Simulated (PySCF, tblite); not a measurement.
# C6H12B2OSi: geometry, infrared bands and NMR shifts

What infrared bands and NMR shifts should C6H12B2OSi (`Bc1cc([SiH3])oc1B(C)C`) show?

Programs: tblite 0.8.0 and PySCF 2.14.0, with density-fitted response routines of our own. Each step states its level of theory. These are calculated values for one molecule in the gas phase, unless marked as measured. Atoms count from 0, in the outputs and in this text.

**1. The molecule as given**

22 atoms, charge 0, multiplicity 1; geometry from: force field or distance geometry start.

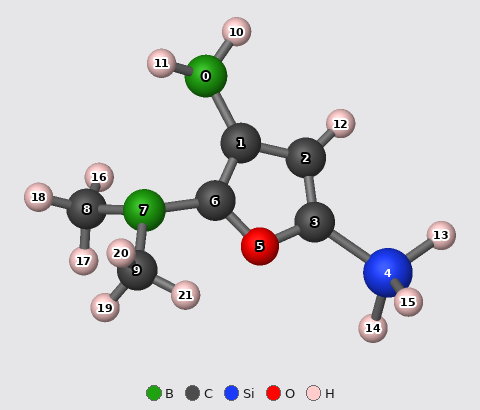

As it starts; boron green, carbon dark grey, silicon blue, oxygen red, hydrogen pink, atoms numbered; sticks join atoms by distance.

**2. Relaxing the molecule with GFN2-xTB**

The job: settings as JSON, then the geometry in Å.

```
{"job": {"kind": "relax", "xc": "GFN2-xTB", "basis": "xTB"}, "charge": 0, "multiplicity": 1}
B      0.323400     2.741600     0.305000
C      0.702200     1.235800     0.198500
C      1.998800     0.680700     0.182500
C      1.837500    -0.669600     0.080100
Si     3.114200    -1.993500     0.016400
O      0.532800    -0.959600     0.060500
C     -0.163700     0.153200     0.128600
B     -1.735400     0.219900     0.132400
C     -2.423100     0.822700    -1.187600
C     -2.453400    -1.134900     0.641800
H      1.194000     3.515200     0.436400
H     -0.735500     3.053500     0.781500
H      2.930700     1.248200     0.231400
H      4.460700    -1.431800     0.056800
H      2.968300    -2.760300    -1.250400
H      2.932400    -2.973900     1.110800
H     -1.765700     1.564500    -1.678100
H     -2.524300    -0.065900    -1.874500
H     -3.452100     1.200800    -0.990000
H     -3.032100    -1.571500    -0.189700
H     -3.052200    -0.952300     1.537400
H     -1.667900    -1.903300     0.868600
```

Started as:

```console
> OMP_NUM_THREADS=1 python probes_run.py task.json out
```

One launch serves the whole session: the jobs run in the order shown.

What it wrote:

```text
step      E/eV     max force
  0    -739.38310    2.661
  1    -739.67182    1.979
  2    -739.87077    0.989
  3    -739.94299    0.564
  4    -739.98837    0.465
  5    -740.01639    0.457
  6    -740.04241    0.409
  7    -740.06337    0.341
  8    -740.08343    0.339
  9    -740.10465    0.411
 10    -740.12501    0.380
 11    -740.14088    0.332
 12    -740.15078    0.219
 13    -740.15680    0.200
 14    -740.16158    0.184
 15    -740.16648    0.155
 16    -740.17229    0.195
 17    -740.17827    0.165
 18    -740.18272    0.156
 19    -740.18534    0.100
 20    -740.18724    0.084
 21    -740.18934    0.130
 22    -740.19173    0.136
 23    -740.19428    0.103
 24    -740.19713    0.139
 25    -740.20042    0.161
 26    -740.20361    0.148
 27    -740.20588    0.101
 28    -740.20733    0.092
 29    -740.20861    0.096
 30    -740.21019    0.118
 31    -740.21197    0.111
 32    -740.21354    0.082
 33    -740.21486    0.069
 34    -740.21618    0.097
 35    -740.21751    0.098
 36    -740.21859    0.071
 37    -740.21936    0.076
 38    -740.22008    0.068
 39    -740.22098    0.097
 40    -740.22200    0.094
 41    -740.22282    0.074
 42    -740.22332    0.044
 43    -740.22364    0.040
 44    -740.22395    0.037
 45    -740.22428    0.044
 46    -740.22456    0.040
 47    -740.22481    0.037
 48    -740.22505    0.033
 49    -740.22531    0.036
 50    -740.22560    0.049
 51    -740.22590    0.048
 52    -740.22618    0.041
 53    -740.22643    0.037
 54    -740.22669    0.036
 55    -740.22699    0.053
 56    -740.22735    0.065
 57    -740.22777    0.055
 58    -740.22825    0.059
 59    -740.22881    0.056
 60    -740.22951    0.074
 61    -740.23033    0.087
 62    -740.23117    0.075
 63    -740.23184    0.049
 64    -740.23229    0.040
 65    -740.23259    0.041
 66    -740.23280    0.039
 67    -740.23295    0.028
 68    -740.23310    0.030
 69    -740.23328    0.042
 70    -740.23348    0.043
 71    -740.23371    0.034
 72    -740.23391    0.029
 73    -740.23409    0.034
 74    -740.23427    0.042
 75    -740.23449    0.046
 76    -740.23491    0.048
 77    -740.23547    0.066
 78    -740.23618    0.068
 79    -740.23695    0.067
 80    -740.23762    0.053
 81    -740.23804    0.040
 82    -740.23826    0.051
 83    -740.23849    0.047
 84    -740.23874    0.042
 85    -740.23938    0.053
 86    -740.23966    0.051
 87    -740.24001    0.047
 88    -740.24021    0.044
 89    -740.24046    0.040
 90    -740.24075    0.042
 91    -740.24104    0.039
 92    -740.24131    0.049
 93    -740.24158    0.042
 94    -740.24211    0.054
 95    -740.24256    0.052
 96    -740.24303    0.046
 97    -740.24327    0.033
 98    -740.24341    0.036
 99    -740.24352    0.025
100    -740.24361    0.016
101    -740.24368    0.019
102    -740.24374    0.020
103    -740.24383    0.021
104    -740.24390    0.020
105    -740.24395    0.020
106    -740.24399    0.021
107    -740.24406    0.022
108    -740.24417    0.023
109    -740.24431    0.025
110    -740.24445    0.023
111    -740.24454    0.018
112    -740.24461    0.016
113    -740.24468    0.017
114    -740.24475    0.016
115    -740.24480    0.016
116    -740.24485    0.018
117    -740.24491    0.018
118    -740.24496    0.016
119    -740.24500    0.011
120    -740.24503    0.010
121    -740.24505    0.009
```

Run time: 1.9 s. Hardware: 1 thread of Arm Neoverse N1, shared host; peak memory 0.18 GiB.

The steps of the relaxation: (not every step is listed)

```csv
step,energy from step 0 (eV),largest force (eV/Å)
0,0.0000,2.6605
1,-0.2887,1.9791
2,-0.4877,0.9895
3,-0.5599,0.5635
4,-0.6053,0.4648
5,-0.6333,0.4571
6,-0.6593,0.4088
7,-0.6803,0.3414
8,-0.7003,0.3387
18,-0.7996,0.1557
28,-0.8242,0.0924
38,-0.8370,0.0675
48,-0.8419,0.0327
58,-0.8451,0.0593
68,-0.8500,0.0297
78,-0.8531,0.0680
88,-0.8571,0.0435
98,-0.8603,0.0365
108,-0.8611,0.0234
116,-0.8618,0.0185
117,-0.8618,0.0179
118,-0.8619,0.0157
119,-0.8619,0.0107
120,-0.8619,0.0105
121,-0.8619,0.0090
```

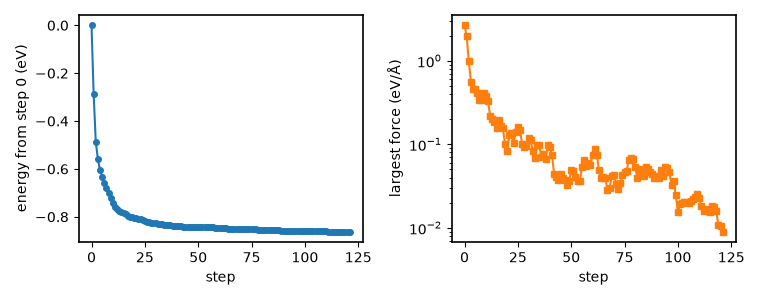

Energy and force, step by step.

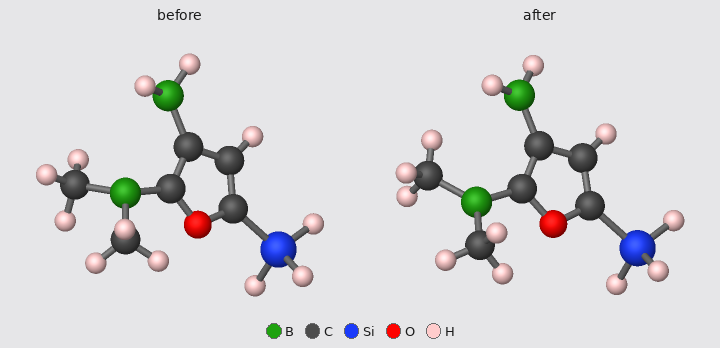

The geometry before (left) and after (right).

Distances of close pairs at the start and the end, largest changes first:

| bond | before (Å) | after (Å) | change (Å) |
| --- | --- | --- | --- |
| O5–C6 | 1.315 | 1.353 | +0.039 |
| B7–C9 | 1.616 | 1.578 | -0.037 |
| C8–H17 | 1.128 | 1.091 | -0.037 |
| B0–H11 | 1.202 | 1.169 | -0.034 |
| C9–H21 | 1.122 | 1.089 | -0.033 |
| C3–Si4 | 1.840 | 1.872 | +0.032 |
| B7–C8 | 1.606 | 1.574 | -0.032 |
| B0–C1 | 1.556 | 1.529 | -0.027 |

The next job starts from the end point, and lists it.

**3. Harmonic vibrations with GFN2-xTB**

The job: settings as JSON, then the geometry in Å.

```
{"job": {"kind": "ir", "xc": "GFN2-xTB", "basis": "xTB"}, "charge": 0, "multiplicity": 1}
B      0.346092     2.722450     0.145167
C      0.692397     1.235313     0.060734
C      2.006696     0.697058     0.159837
C      1.906236    -0.667204     0.145121
Si     3.153137    -2.062531     0.210054
O      0.602941    -1.007887     0.039215
C     -0.147681     0.116612    -0.020182
B     -1.678517    -0.046243    -0.177536
C     -2.538372     0.995524    -0.985569
C     -2.341851    -1.334946     0.447031
H      1.186054     3.513921    -0.051356
H     -0.723445     3.079321     0.452461
H      2.915213     1.259260     0.248261
H      4.478906    -1.462521     0.354254
H      3.070316    -2.841626    -1.028053
H      2.845446    -2.923038     1.354652
H     -2.077235     1.974579    -1.070753
H     -2.662444     0.621632    -2.003088
H     -3.542878     1.115557    -0.585563
H     -3.325886    -1.562511     0.045250
H     -2.464763    -1.188327     1.521289
H     -1.710775    -2.215009     0.337138
```

What it wrote:

```text
mode    cm-1     km/mol
  1      26.1      1.56
  2      39.7      0.40
  3      44.1      0.48
  4      83.6      0.89
  5      92.4      0.88
  6      96.7      1.11
  7     133.4      0.11
  8     155.9      1.59
  9     228.7      1.84
 10     232.1      1.33
 11     258.8      0.15
 12     278.3      1.12
 13     368.3      1.90
 14     412.3      3.40
 15     432.5     10.51
 16     526.8     27.34
 17     530.3     33.31
 18     553.9     72.93
 19     626.1     12.98
 20     659.0      3.68
 21     697.3     13.03
 22     716.1      3.09
 23     766.9    162.94
 24     784.1    424.93
 25     791.5    291.09
 26     822.4    140.90
 27     825.6      6.38
 28     835.8     22.24
 29     839.8      9.84
 30     860.1     87.93
 31     872.7     75.58
 32     952.2     26.19
 33    1024.7     47.28
 34    1088.1     32.76
 35    1120.9    104.76
 36    1148.3     88.21
 37    1175.8     98.83
 38    1210.8     32.16
 39    1219.6    220.40
 40    1349.8     77.67
 41    1380.4     46.97
 42    1386.1     14.23
 43    1448.0     57.83
 44    1481.7      0.88
 45    1483.5      1.60
 46    1486.8      2.27
 47    1489.6      2.81
 48    1512.1     92.95
 49    2250.7    374.65
 50    2259.5    205.57
 51    2279.8    294.70
 52    2634.5    160.64
 53    2667.8    129.31
 54    2990.1      0.28
 55    2992.7     39.92
 56    3026.4     13.38
 57    3031.0     26.41
 58    3040.2     53.99
 59    3059.5     21.52
 60    3166.1     25.22
```

Wall time 1.9 s (1 thread of Arm Neoverse N1, shared host); peak memory 0.18 GiB.

The strongest bands and the atoms that carry them (share of the mass-weighted mode):

```csv
cm⁻¹,km/mol,atoms
767,162.9,"H13 59 %, H15 20 %, H14 16 %"
784,424.9,"H13 36 %, H14 29 %, H15 26 %"
792,291.1,"H14 47 %, H15 46 %"
1220,220.4,"B7 22 %, C6 17 %, C1 16 %, C2 15 %"
2251,374.6,"H14 74 %, H15 22 %"
2260,205.6,"H15 74 %, H14 23 %"
2280,294.7,H13 97 %
2634,160.6,"H10 72 %, H11 24 %"
```

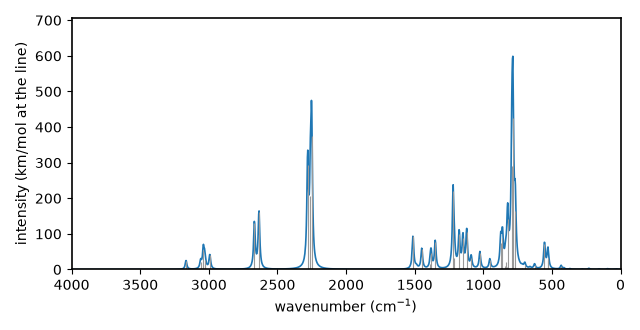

The infrared spectrum from these modes, unscaled. Lines are broadened to a width of 14 cm⁻¹ (Lorentzian).

**4. Nuclear shieldings: PBE0/pcSseg-1**

Same as in step 3 but for these lines:

```diff
@@ -1,2 +1,2 @@
-{"job": {"kind": "ir", "xc": "GFN2-xTB", "basis": "xTB"}, "charge": 0, "multiplicity": 1}
+{"job": {"kind": "nmr", "xc": "PBE0", "basis": "pcSseg-1"}, "charge": 0, "multiplicity": 1}
 B      0.346092     2.722450     0.145167
```

With the program's defaults for keys left out, this is: GIAO PBE0/pcSseg-1 NMR shielding, non-relativistic, gas phase.

What it wrote:

```text
coarse grid: 18840 points
cycle   1  E = -649.5000220346  dE =  1.244e+00  |g| = 5.558e-01  |ddm| = 4.235e+00
cycle   2  E = -649.4870786412  dE =  1.294e-02  |g| = 6.249e-01  |ddm| = 9.901e-01
cycle   3  E = -649.5751395384  dE = -8.806e-02  |g| = 8.643e-02  |ddm| = 5.025e-01
cycle   4  E = -649.5763590875  dE = -1.220e-03  |g| = 3.829e-02  |ddm| = 7.665e-02
cycle   5  E = -649.5766482351  dE = -2.891e-04  |g| = 8.378e-03  |ddm| = 3.089e-02
cycle   6  E = -649.5766566255  dE = -8.390e-06  |g| = 5.500e-03  |ddm| = 1.196e-02
cycle   7  E = -649.5766640857  dE = -7.460e-06  |g| = 8.071e-04  |ddm| = 5.678e-03
final grid: 177264 points
cycle   8  E = -649.6402609649  dE = -4.830e-05  |g| = 1.187e-02  |ddm| = 4.288e-02
cycle   9  E = -649.6402267736  dE =  3.419e-05  |g| = 1.814e-02  |ddm| = 1.968e-02
cycle  10  E = -649.6402884312  dE = -6.166e-05  |g| = 2.965e-03  |ddm| = 1.268e-02
cycle  11  E = -649.6402904078  dE = -1.977e-06  |g| = 4.115e-04  |ddm| = 2.831e-03
cycle  12  E = -649.6402904441  dE = -3.625e-08  |g| = 1.913e-04  |ddm| = 5.331e-04
cycle  13  E = -649.6402904535  dE = -9.470e-09  |g| = 3.930e-05  |ddm| = 2.113e-04
cycle  14  E = -649.6402904539  dE = -3.542e-10  |g| = 1.314e-05  |ddm| = 4.655e-05
converged SCF energy = -649.6402904539

GIAO shielding tensors (ppm)
atom      isotropic    diamagn.    paramagn.     s11        s22        s33       span
  0 B       30.817     194.915    -164.098    -22.502    -17.153    132.106    154.608
  1 C       38.736     256.775    -218.039    -37.267    -10.761    164.238    201.505
  2 C       45.163     257.776    -212.613    -55.415     53.903    137.002    192.418
  3 C       27.819     256.279    -228.460    -51.157     28.426    106.186    157.343
  4 Si     435.900     880.708    -444.808    416.945    429.152    461.603     44.659
  5 O      -24.893     402.269    -427.162   -170.509   -131.463    227.292    397.801
  6 C       -5.386     256.926    -262.312    -94.346    -16.693     94.881    189.227
  7 B       26.348     189.214    -162.866    -50.289      9.994    119.341    169.630
  8 C      166.054     254.035     -87.982    146.779    163.652    187.730     40.951
  9 C      173.234     253.709     -80.476    151.971    179.263    188.466     36.494
 10 H       24.276      30.832      -6.555     19.077     25.956     27.796      8.719
 11 H       24.186      31.868      -7.683     17.979     25.590     28.988     11.009
 12 H       24.178      34.713     -10.535     22.240     22.954     27.339      5.100
 13 H       27.297      28.067      -0.771     23.461     26.308     32.121      8.660
 14 H       27.120      28.457      -1.338     23.764     25.504     32.090      8.327
 15 H       27.090      28.479      -1.388     23.548     25.712     32.010      8.462
 16 H       30.392      33.319      -2.927     25.674     29.588     35.914     10.240
 17 H       30.768      30.327       0.441     27.539     28.584     36.182      8.643
 18 H       30.098      29.553       0.545     26.078     29.426     34.790      8.712
 19 H       30.472      29.853       0.619     26.420     29.766     35.231      8.811
 20 H       30.911      31.022      -0.110     27.155     29.129     36.450      9.295
 21 H       29.932      32.993      -3.061     24.402     29.774     35.621     11.219
```

It took 2.3 min on 1 thread of Arm Neoverse N1, shared host; peak memory 1.1 GiB.

Shifts follow as δ = σ(reference) − σ, with reference shieldings (ppm) from runs at the same level and on the same kind of geometry: 1H TMS 31.72, 13C TMS 186.9, 29Si TMS 349.2, 17O H2O 336.1, 11B BF3·OEt2 100.1. The references are single molecules in the gas phase, so shifts against H2O, NH3, PH3, H3PO4 or CFCl3 are not on the usual liquid scales and can be off by tens of ppm. Atoms listed in one row are averaged.

| atoms | environment | σ (ppm) | δ (ppm) | δ scaled to CDCl3 |
| --- | --- | --- | --- | --- |
| C6 | substituted aromatic carbon next to the ring oxygen | -5.4 | 192.3 | 185.8 |
| C3 | substituted aromatic carbon next to the ring oxygen | 27.8 | 159.1 | 153.4 |
| C1 | substituted aromatic carbon | 38.7 | 148.2 | 142.7 |
| C2 | aromatic CH | 45.2 | 141.8 | 136.4 |
| C8, C9 | methyl carbon bonded to B | 169.6 | 17.3 | 15.0 |
| H12 | hydrogen on an aromatic CH | 24.18 | 7.54 | 7.21 |
| H10, H11 | hydrogen on a boron bonded to C | 24.23 | 7.49 | – |
| H13, H14, H15 | hydrogen on a silicon bonded to C | 27.17 | 4.55 | – |
| H16, H17, H18, H19, H20, H21 | hydrogen on a methyl carbon bonded to B | 30.43 | 1.29 | 1.32 |
| B7 | boron bonded to 3 C | 26.3 | 73.7 | – |
| B0 | boron bonded to C, 2 H | 30.8 | 69.3 | – |
| Si4 | silicon bonded to C, 3 H | 435.9 | -86.7 | – |
| O5 | aromatic ring oxygen | -24.9 | 361.0 | – |

The scaled column applies a straight-line fit of computed shieldings to shifts measured in CDCl3 (root-mean-square error 0.16 ppm for H, 1.9 ppm for C).

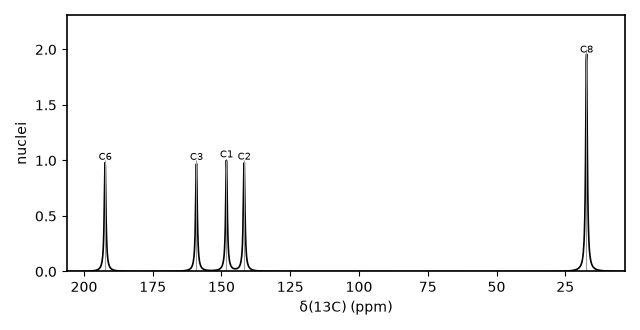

13C lines at the computed shifts, without couplings. Lines are broadened to a width of 0.70 ppm (Lorentzian).

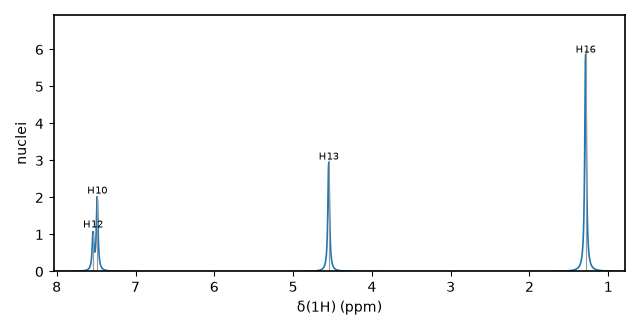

1H lines at the computed shifts, without couplings. Lines are broadened to a width of 0.03 ppm (Lorentzian).

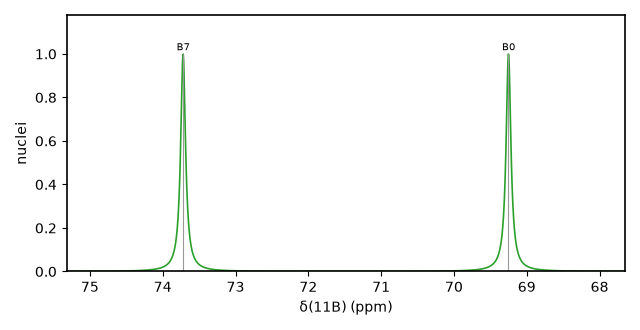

11B lines at the computed shifts, without couplings. Lines are broadened to a width of 0.08 ppm (Lorentzian).

Charges from the same density, by scheme (e):

```
 atoms  Mulliken    IAO  Hirshfeld  ESP fit
    B0      0.22   0.00       0.13     0.21
    C1     -0.31  -0.16      -0.10     0.00
    C2     -0.13  -0.18      -0.07    -0.34
    C3     -0.04  -0.11      -0.04     0.07
   Si4      0.55   0.62       0.32     0.31
    O5     -0.39  -0.21      -0.04    -0.15
    C6      0.07   0.09       0.02    -0.09
    B7      0.47   0.30       0.19     0.65
C8, C9     -0.51  -0.57      -0.20    -0.70
```

Mulliken charges:

B0 0.22; C1 -0.31; C2 -0.13; C3 -0.04; Si4 0.55; O5 -0.39; C6 0.07; B7 0.47; C8 -0.51; C9 -0.52; H10 -0.03; H11 -0.01; H12 0.08; H13 -0.09; H14 -0.08; H15 -0.08; H16 0.13; H17 0.14; H18 0.13; H19 0.12; H20 0.14; H21 0.13

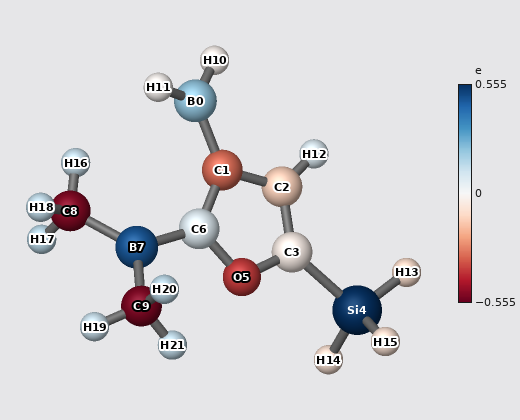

Mulliken charges, as colours on the atoms.

Mayer bond orders: B0–C1 1.07, C1–C2 1.27, C2–C3 1.52, C3–Si4 0.89, C3–O5 1.03, O5–C6 1.03, C6–B7 0.97, B7–C8 1.07, B7–C9 1.04, C6–C1 1.42.

Ring of atoms C1, C2, C3, O5, C6: NICS(0) -9.1, NICS(1) -10.4, NICS(1)zz -25.9 ppm (means of both faces).

The fields below are evaluated on a grid from the run's orbitals.

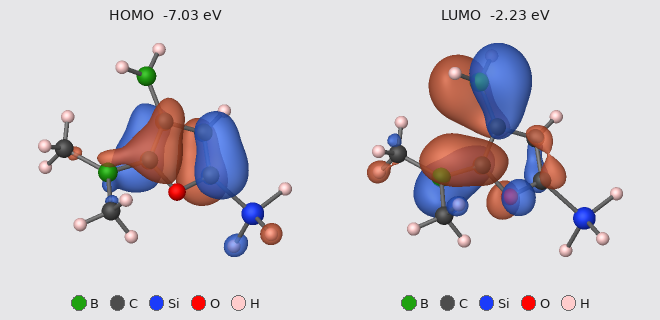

PBE0/pcSseg-1 orbitals near the gap, drawn at the value that encloses 70 % of each; the two colours are the two signs.

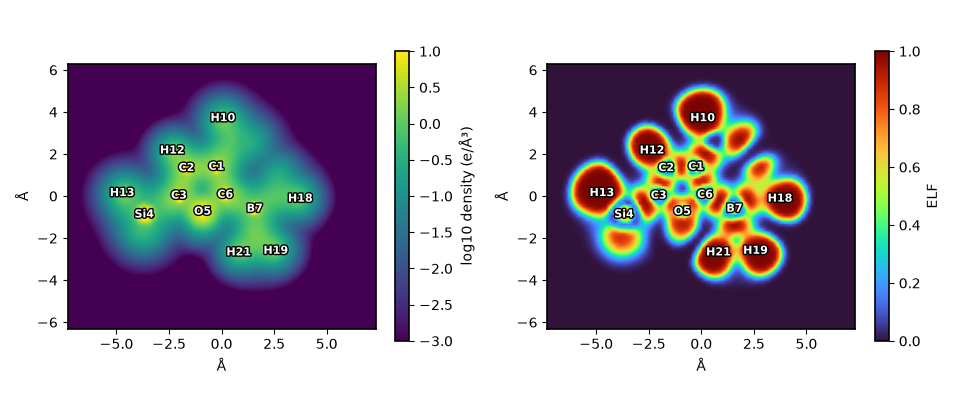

Density (left) and ELF (right) in a plane through or near 13 of the atoms.

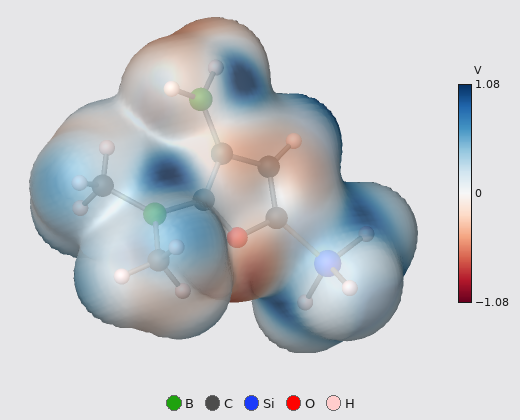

Electrostatic potential on the surface of density 0.002 e/bohr³; red is low, blue high. It runs from -0.52 V near O5 to 1.08 V near B0.

**5. What came out**

| quantity | value |
| --- | --- |
| strongest single infrared mode (GFN2-xTB) | 784 cm⁻¹, 425 km/mol |
| zero-point energy (GFN2-xTB) | 100.0 kcal/mol |
| 13C shifts against TMS (PBE0/pcSseg-1, means over atoms taken as alike) | 192.3, 159.1, 148.2, 141.8, 17.3 ppm |
| 1H shifts against TMS (PBE0/pcSseg-1, means over atoms taken as alike) | 7.54, 7.49, 4.55, 1.29 ppm |
| 11B shifts against BF3·OEt2 (PBE0/pcSseg-1) | 73.7, 69.3 ppm |
| 29Si shifts against TMS (PBE0/pcSseg-1) | -86.7 ppm |
| 17O shifts against H2O (PBE0/pcSseg-1) | 361.0 ppm |
| surface potential, least and greatest | -0.52 V and 1.08 V |

Relaxing lowered the energy by 0.862 eV in 121 steps; the close pair that moved most is O5–C6, from 1.315 to 1.353 Å. No mode is imaginary among the 60: a minimum at this level. The strongest single mode, at 784 cm⁻¹, has its largest shares on H13, H14 and H15 (the list is cut at 3 atoms). Unscaled tight-binding wavenumbers are off by several per cent, some by more. Its intensities can rank the bands wrongly. At PBE0/pcSseg-1: The widest tensor belongs to O5: span 398 ppm, with a paramagnetic part of -427 ppm. NICS(1)zz of -26 ppm above the planar ring from C1 marks a diatropic (aromatic) ring current. At PBE0/pcSseg-1, counted by nearest atom on the grid, the HOMO lies on C3, C6 about 28 % each; C1, C2 about 12 % each, the LUMO on B0 25 %; B7 17 %.
